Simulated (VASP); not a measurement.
Band structure of Mg2ZnO3 (space group P-3m1). Computed with PBEsol GGA, VASP's PBE PAW potentials (set 64) (plane waves; VASP).

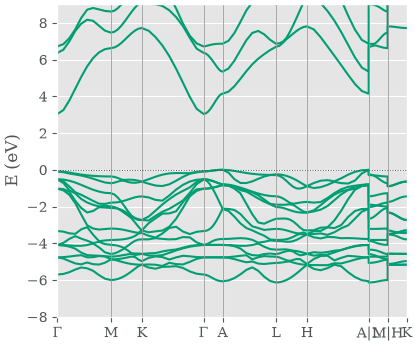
*Bands along high-symmetry lines, zero at the valence-band maximum or, without a gap, the Fermi level*

Q: Read the plot: is there a gap, and where are the band edges?

A: The gap is indirect, 3.04 eV, from the valence maximum at A to the conduction minimum at Γ. (Edges off the drawn lines would not show.)

The structure comes from a computed database's Mg2ZnO3 entry (P-3m1); how it stands against other phases isn't given here. It was relaxed first.
